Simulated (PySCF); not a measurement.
# IrSF2: quartet, from a T-shaped (ligand arrangement 1) start

Aim: relax IrSF2 as a quartet from a T-shaped (ligand arrangement 1) start, check by its vibrations whether the end is a minimum, and collect its spectrum and constants.

Method: PBE0, basis Ir def2-TZVP with ECP60, S def2-TZVP, F def2-TZVP, scalar-relativistic core potentials, no spin–orbit coupling, density fitting; program: PySCF 2.14.0.

### Step 1. The starting structure

4 atoms, charge 0, spin multiplicity 4.

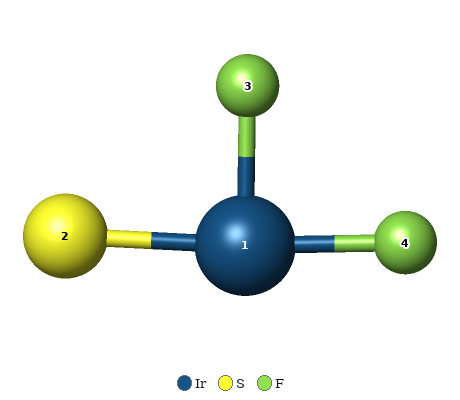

As it starts; iridium blue, sulfur yellow, fluorine green; atoms are numbered from 1 in the order of the file.

```xyz
4
charge 0 multiplicity 4
Ir    0.0000    0.0000    0.0000
S    -2.0887    0.0000    0.0729
F     0.0000    0.0000    1.8600
F     1.8589    0.0000    0.0649
```

### Step 2. Finding the electronic state

One driver script runs all steps and calls PySCF; scf.py shows how it sets up the SCF of each step. The optimiser is the driver's own. After this first run the driver tries any further starts and a stability analysis.

scf.py reads:

```python
from pyscf import gto, scf, dft
mol = gto.M(atom='''
Ir     0.000000     0.000000     0.000000
S     -2.088700     0.000000     0.072900
F      0.000000     0.000000     1.860000
F      1.858900     0.000000     0.064900''',
    basis={'Ir': 'def2-TZVP', 'S': 'def2-TZVP', 'F': 'def2-TZVP'},
    ecp={'Ir': 'def2-TZVP'},
    charge=0, spin=3)
mf = dft.UKS(mol, xc='PBE0')
mf.grids.atom_grid = (50, 194)
aux = {'Ir': 'def2-universal-JKFIT', 'S': 'def2-universal-JKFIT', 'F': 'def2-universal-JKFIT'}
mf = mf.density_fit(auxbasis=aux)
mf.conv_tol = 1e-08
mf.diis_space = 10
mf.max_cycle = 60
mf.init_guess = 'minao'
mf.verbose = 4
mf.kernel()
```

Launch:

```console
$ OMP_NUM_THREADS=2 python axn.py task.json out
```

The log of the run:

```text
init E= -684.829920117265
[... the frontier-level lines of each cycle are left out ...]
cycle= 1 E= -701.573668168003  delta_E= -16.7  |g|= 0.869  |ddm|= 6.27
cycle= 2 E= -698.513426805085  delta_E= 3.06  |g|= 2.76  |ddm|= 2.34
cycle= 3 E= -701.782980274703  delta_E= -3.27  |g|= 0.603  |ddm|= 1.91
cycle= 4 E= -701.889134046205  delta_E= -0.106  |g|= 0.387  |ddm|= 0.565
cycle= 5 E= -701.929476620453  delta_E= -0.0403  |g|= 0.179  |ddm|= 0.274
cycle= 6 E= -701.943208009383  delta_E= -0.0137  |g|= 0.0447  |ddm|= 0.107
cycle= 7 E= -701.944545158097  delta_E= -0.00134  |g|= 0.0232  |ddm|= 0.0608
cycle= 8 E= -701.9448974821  delta_E= -0.000352  |g|= 0.00707  |ddm|= 0.029
cycle= 9 E= -701.945003102657  delta_E= -0.000106  |g|= 0.00306  |ddm|= 0.0206
cycle= 10 E= -701.945025873572  delta_E= -2.28e-05  |g|= 0.00165  |ddm|= 0.0117
cycle= 11 E= -701.945029006779  delta_E= -3.13e-06  |g|= 0.000749  |ddm|= 0.00411
cycle= 12 E= -701.945029774396  delta_E= -7.68e-07  |g|= 0.00021  |ddm|= 0.00203
cycle= 13 E= -701.945029923728  delta_E= -1.49e-07  |g|= 9.86e-05  |ddm|= 0.000926
cycle= 14 E= -701.945029991615  delta_E= -6.79e-08  |g|= 4.92e-05  |ddm|= 0.000807
cycle= 15 E= -701.945030007209  delta_E= -1.56e-08  |g|= 2.98e-05  |ddm|= 0.000401
cycle= 16 E= -701.945030011687  delta_E= -4.48e-09  |g|= 1.06e-05  |ddm|= 0.000244
Extra cycle  E= -701.945030012037  delta_E= -3.5e-10  |g|= 1.29e-05  |ddm|= 4.03e-05
converged SCF energy = -701.945030012037  <S^2> = 3.7819787  2S+1 = 4.0159575
```

This step, with its further starts and checks, ran for 58 s (2 threads of Arm Neoverse V2, shared host).

Energies from each starting density:

```
                      start  energy (Eh)
    the minimal-basis guess  -701.945030
a thermally smeared density  -701.946256
      a smeared PBE density  -701.946256
```

This is not the lowest solution: one lies 3.2 kJ/mol lower, at -701.94626 Eh, and the relaxation starts from that.

### Step 3. T-shaped (ligand arrangement 1) start, quartet: relaxation

The program finds Cs symmetry in the start, which this walk keeps. The walk stops when the largest gradient is under 0.0003 Eh/bohr and the energy has settled too.

Edit scf.py of step 2 so:

```diff
@@ -3,4 +3,4 @@
-Ir     0.000000     0.000000     0.000000
-S     -2.088700     0.000000     0.072900
-F      0.000000     0.000000     1.860000
-F      1.858900     0.000000     0.064900''',
+Ir     0.119666     0.000000    -0.147950
+S     -1.969034     0.000000    -0.075050
+F      0.119666     0.000000     1.712050
+F      1.978566     0.000000    -0.083050''',
@@ -17 +16,0 @@
-mf.init_guess = 'minao'
```

Steps of the walk:

```
step  energy (Eh)  change (kJ/mol)  largest symmetric gradient (Eh/bohr)
   0  -701.946256             0.00                               0.03836
   1  -701.956502           -26.90                               0.02025
   2  -701.963332           -44.83                               0.02270
   3  -701.970490           -63.63                               0.03029
   4  -701.977713           -82.59                               0.02397
   5  -701.980675           -90.37                               0.00761
   6  -701.981082           -91.44                               0.00606
   7  -701.981201           -91.75                               0.00179
   8  -701.981212           -91.78                               0.00104
   9  -701.981215           -91.79                               0.00031
  10  -701.981214           -91.78                               0.00007
```

The walk took 63 s.

Positions (Å) and forces (eV/Å) along the way:

```
step 0
Ir   0.120   0.000  -0.148  -1.480   0.000   1.878
S   -1.969   0.000  -0.075  -1.026   0.000  -0.946
F    0.120   0.000   1.712   0.534   0.000  -0.424
F    1.979   0.000  -0.083   1.972   0.000  -0.508
step 1
Ir   0.090   0.000  -0.075  -0.177   0.000   1.041
S   -2.029   0.000  -0.145   0.345   0.000  -0.711
F    0.155   0.000   1.753   0.336   0.000   0.131
F    2.034   0.000  -0.127  -0.504   0.000  -0.462
step 5
Ir  -0.029   0.000   0.259   0.183   0.000   0.392
S   -1.906   0.000  -0.581  -0.175   0.000  -0.178
F    0.437   0.000   2.070  -0.055   0.000   0.005
F    1.747   0.000  -0.342   0.046   0.000  -0.219
step 10
Ir  -0.029   0.000   0.301  -0.001   0.000   0.004
S   -1.875   0.000  -0.619  -0.006   0.000   0.007
F    0.441   0.000   2.115   0.007   0.000  -0.003
F    1.712   0.000  -0.392   0.001   0.000  -0.008
```

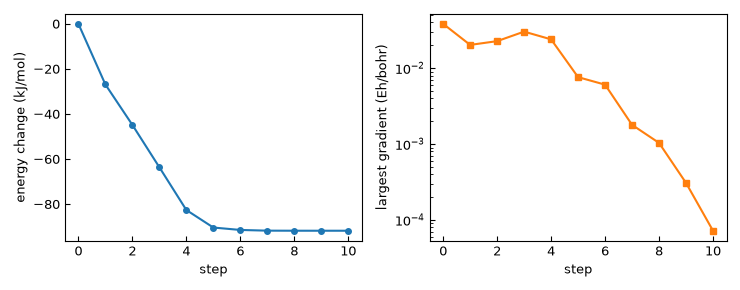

Energy and largest gradient along the walk.

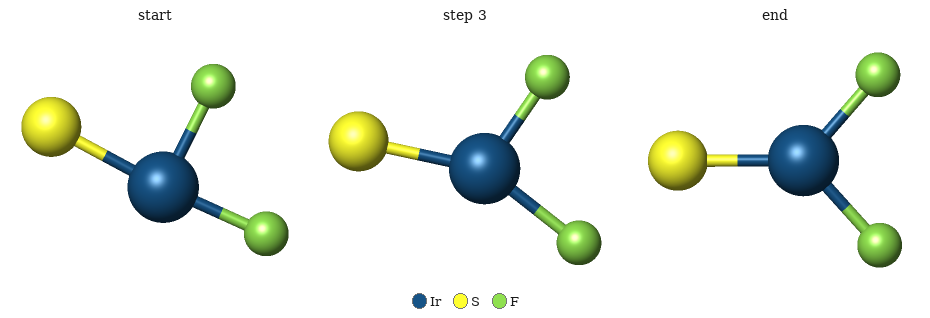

The geometry along the walk, at one scale.

After 10 steps and 91.8 kJ/mol it ends at C2v: Ir–F 1.874 Å (×2), Ir–S 2.063 Å; F–Ir–F 97.2°, F–Ir–S 131.0°, F–Ir–S 131.8°.

### Step 4. Hessian and properties

On the finer grid the gradient is checked again; gradients at displacements of ±0.02 bohr then give force constants and infrared intensities.

Edit scf.py of step 3 so:

```diff
@@ -3,4 +3,4 @@
-Ir     0.119666     0.000000    -0.147950
-S     -1.969034     0.000000    -0.075050
-F      0.119666     0.000000     1.712050
-F      1.978566     0.000000    -0.083050''',
+Ir     0.065271     0.000000     0.032875
+S     -1.777116     0.000000    -0.895084
+F      0.536485     0.000000     1.846885
+F      1.803351     0.000000    -0.668374''',
@@ -11 +11 @@
-mf.grids.atom_grid = (50, 194)
+mf.grids.atom_grid = (75, 302)
@@ -14 +14 @@
-mf.conv_tol = 1e-08
+mf.conv_tol = 1e-10
```

This SCF starts from the last density.

SCF at the final geometry:

```text
init E= -701.981091558106
[... the frontier-level lines of each cycle are left out ...]
cycle= 1 E= -701.981091558018  delta_E= 8.82e-11  |g|= 1.57e-05  |ddm|= 1.33e-05
cycle= 2 E= -701.981091557214  delta_E= 8.04e-10  |g|= 4.49e-05  |ddm|= 3.89e-05
cycle= 3 E= -701.981091558105  delta_E= -8.92e-10  |g|= 6.26e-06  |ddm|= 3.17e-05
cycle= 4 E= -701.981091558119  delta_E= -1.39e-11  |g|= 2.56e-07  |ddm|= 3.8e-06
Extra cycle  E= -701.981091558119  delta_E= 6.82e-13  |g|= 4e-07  |ddm|= 1.02e-06
converged SCF energy = -701.981091558119  <S^2> = 3.7744084  2S+1 = 4.0121857
```

The whole step took 2.2 min.

Geometry: C2v; Ir–F 1.874 Å (×2), Ir–S 2.063 Å; F–Ir–F 97.4°, F–Ir–S 131.3° (×2).

Modes, for the most abundant isotopes:

```tsv
symmetry	ω (cm⁻¹)	IR (km/mol)	μ (u)	type
b2	126	0.1	26.95	bend
b1	129	4.3	28.15	bend
a1	192	2.5	20.20	bend
a1	550	8.8	35.31	stretch
b2	621	82.4	21.26	stretch
a1	651	155	20.53	stretch
```

No imaginary mode, so this is a minimum.

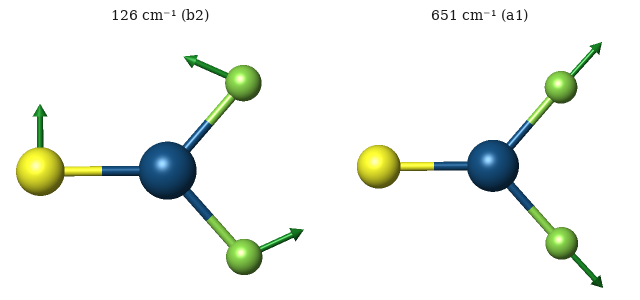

How the atoms move in 2 of the modes.

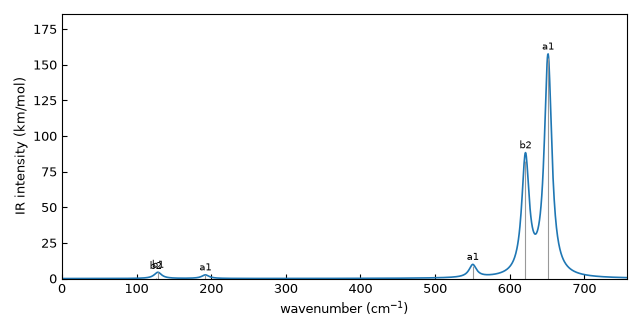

The harmonic infrared spectrum (widths in cm⁻¹). Lines are broadened to a width of 12 cm⁻¹ (Lorentzian).

Constants and moments:

| Property | Result |
| --- | --- |
| Dipole moment | 2.20 D |
| Highest occupied level | -8.10 eV |
| Lowest empty level | -5.18 eV |
| Rotational constants | 0.2237, 0.08743, 0.06286 cm⁻¹ |
| Zero-point energy | 13.6 kJ/mol |
| Principal polarisabilities | 37.0, 43.6, 82.5 bohr³ |
| Atomisation energy without zero-point energy | 1133 kJ/mol |
| Principal traceless quadrupole moments about the centre of mass | -2.47, -0.52, 2.98 D Å |
| Entropy at 298.15 K and 1 bar (electronic part: spin only) | 335.5 J/(mol K) |
| Heat capacity Cp at 298.15 K | 69.9 J/(mol K) |
| Enthalpy at 298.15 K above 0 K | 16.25 kJ/mol |
| Rotational symmetry number | 2 |
| Spin squared ⟨S²⟩ | 3.774 |

Populations by atom (charges in e):

| atom | Mulliken | Löwdin | polar tensor | spin (Mulliken) | Mayer order to Ir1 |
| --- | --- | --- | --- | --- | --- |
| Ir1 | 0.93 | 0.42 | 1.33 | 2.03 | – |
| S2 | -0.18 | 0.13 | -0.14 | 0.63 | 2.14 |
| F3,4 | -0.38 | -0.28 | -0.59 | 0.17 | 0.84 |

Outer orbital energies (eV). α occupied: -12.42, -11.53, -11.46, -10.20, -9.94, -9.71, -8.21, -8.10; empty: -4.38, -0.05, 0.19, 1.52. β occupied: -13.31, -12.51, -12.27, -11.68, -10.78, -9.85, -9.69, -8.85; empty: -5.18, -4.48, -4.46, -3.62.

Mulliken populations on Ir1 (outside its core potential): s 2.74, p 6.33, d 6.93, f 0.06.

### Step 5. What came out

| quantity | value |
| --- | --- |
| minimum | quartet, C2v |
| geometry | Ir–F 1.874 Å (×2), Ir–S 2.063 Å; F–Ir–F 97.4°, F–Ir–S 131.3° (×2) |
| wavenumbers (cm⁻¹) | 126 (b2), 129 (b1), 192 (a1), 550 (a1), 621 (b2), 651 (a1) |
| dipole moment | 2.20 D |
| highest occupied, lowest empty level (either spin) | -8.10, -5.18 eV |
| polar-tensor charge of Ir1 | +1.33 e |
| zero-point energy | 13.6 kJ/mol |
| entropy at 298.15 K | 335.5 J/(mol K) |
| atomisation energy (no zero-point energy) | 1133 kJ/mol |
| ⟨S²⟩ | 3.774 |

The T-shaped (ligand arrangement 1) start (Cs) ends in a minimum of C2v symmetry. The strongest infrared band lies at 651 cm⁻¹ (a1, stretch). Most of the spin sits on Ir1 (Mulliken spin 2.03, against 3 for the whole molecule). The first SCF alone would have been 3 kJ/mol too high. Other starts or spin states, not run here, may lie lower. Open d and f shells are described by one determinant, and the ground state may have another occupation or spin. With an element this heavy the missing spin–orbit coupling can shift these numbers.

The search up to here took 4.3 min.
